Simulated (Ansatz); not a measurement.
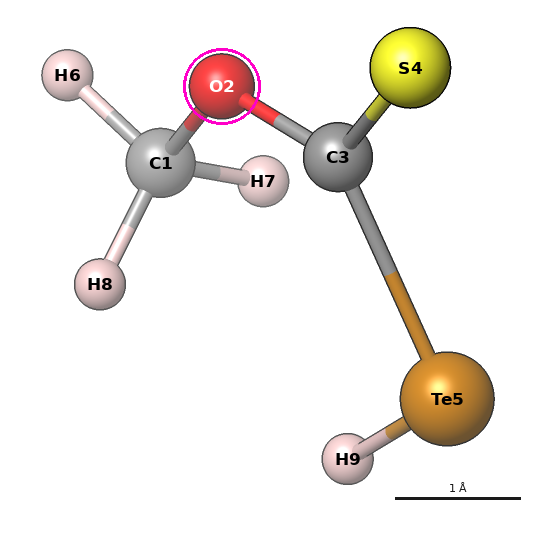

Orthographic view. Atoms fade into the background with distance from the viewer. The computed structure is the end point of a PBE-D4/def2-SVP optimisation. No frequency run is at hand to confirm it as a minimum.

Name the neighbours of the circled atom.

Answer. The circled atom is O2; it is bonded to C1, C3.

Of C1 and O2, which is nearer the viewer?

Answer. O2; the bond to C1 points away from the viewer, so it looks shorter than its 1.43 Å.

What is the shortest path along bonds from the circled atom to H9?

Answer. O2–C3–Te5–H9, 3 bonds; through space the two are 3.33 Å apart.

Which atom is nearest the viewer?

Answer. S4, 2.5 Å in front of the mean position.
